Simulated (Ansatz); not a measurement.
Read the following structure.

```yaml
crystal:
  lattice:
    - [3.99918, 0.00000, 0.00000]
    - [-1.99959, 3.46339, 0.00000]
    - [0.00000, 0.00000, 9.99531]
  atoms:
    - { symbol: Sn, position: [0.00000, 0.00000, 0.00000] }
    - { symbol: Sn, position: [0.33333, 0.66667, 0.61974] }
    - { symbol: Sn, position: [0.66667, 0.33333, 0.38026] }
    - { symbol: Se, position: [0.33333, 0.66667, 0.19396] }
    - { symbol: Se, position: [0.66667, 0.33333, 0.80604] }
```

Interpret the file: composition, symmetry and coordination.

Answer. The structure is one of Sn₃Se₂. The lattice is primitive hexagonal and the space group P-3m1 (No. 164). The cell comprises 1 formula unit: 3 Sn, 2 Se. The coordination shell of Se holds six Sn in a distorted octahedral arrangement at 2.97 to 3.01 Å. Sn takes two kinds of site: 1a with six Se in a distorted octahedral arrangement at 3.01 Å; 2d with three Se in a trigonal pyramidal arrangement at 2.97 Å. The bonds build Sn3Se2 layers parallel to (001).

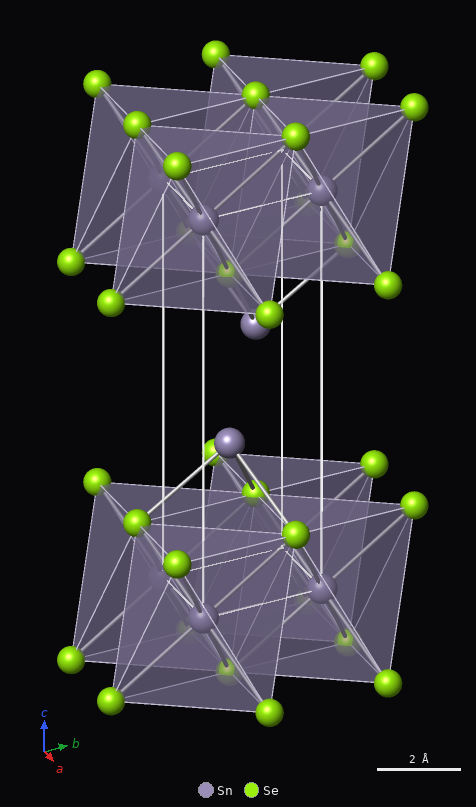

Shown here is a polyhedral view of the crystal, taken slightly off an axis. The edges of the conventional unit cell are marked. A few atoms beyond the faces are included. Colours: tin purple, selenium green.

It derives from a textbook structure type filled with these elements (whether it is the usual form wasn't checked). This is the structure after a relaxation with DFT PBE, scalar-relativistic, plane waves, PAW in Ansatz.
